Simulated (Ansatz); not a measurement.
Electronic density of states of amorphous Si$_{56}$O$_{56}$C$_{28}$, density 2.34 g/cm³, on a 2×2×2 Γ-centred mesh with a Gaussian width of 0.1 eV; energies count from the Fermi level, whose place inside the gap is arbitrary. Cell and mesh are small, so fine structure isn't converged. Calculation: PBE, scalar-relativistic without spin-orbit coupling (plane waves to 420 eV, PAW; Ansatz, a quantum-chemistry and plane-wave program). Sampling: a 2×2×2 Γ-centred mesh; Fermi-Dirac width 0.02 eV; no spin polarisation. So small a spacing is near the smearing width and the bands' dispersion over the mesh, so it is a value of this cell and mesh.

Preparation: random packing, a CHGNet melt and quench, and a DFT relaxation. O atoms were pushed apart under 1.9 Å during the dynamics, to hinder bonds among them. The hot cell started wider than the set density and was brought back towards it in steps. It is the lowest in DFT energy of 4 quenches. It is a model cell: composition and starting density were chosen by hand, and all elements were melted together. No dispersion term was used. Its density started from a set value of 2.34 and ended at 2.34 g/cm³. The quench (nominally 240 K/ps over its main leg) was far faster than any real one, so the model tends to hold more defects than a real film. Values belong to this one cell and scatter from quench to quench. Volume and shape were free in the relaxation. On a 2×2×2 Γ-centred mesh force components of up to 0.20 eV/Å stay, since the relaxation ran on the zone centre alone.

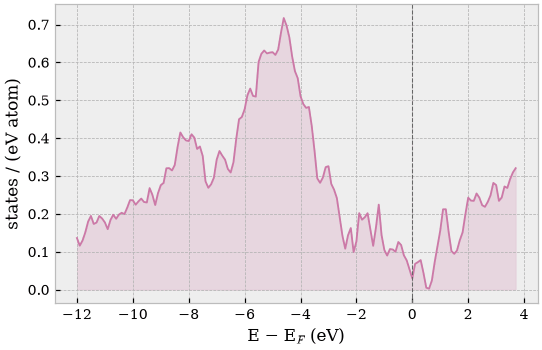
Figure. Density of states per atom

The gap on this mesh is 0.20 eV; the broadening fills part of it in the curve.
